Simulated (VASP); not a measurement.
Band structure of WTe (relaxed from the wurtzite structure, space group P6_3mc). These are PBEsol GGA, VASP's PBE PAW potentials (set 64) (plane waves; VASP) values and carry that method's errors.

Unless said otherwise, spin-orbit coupling is left out, though it shifts the bands of the heavy elements here.

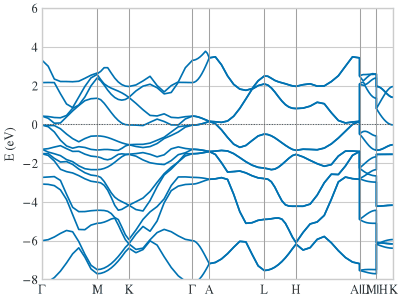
Figure. Bands along high-symmetry lines, zero at the valence-band maximum or, without a gap, the Fermi level

Read the plot: is there a gap, and where are the band edges?

It has no gap at this level: it comes out as a metal or semimetal. (Edges off the drawn lines would not show.)

The structure was generated: WTe was put into the wurtzite type (P6_3mc), which need not be its known phase. It was relaxed first, which changed the volume by -50 %.
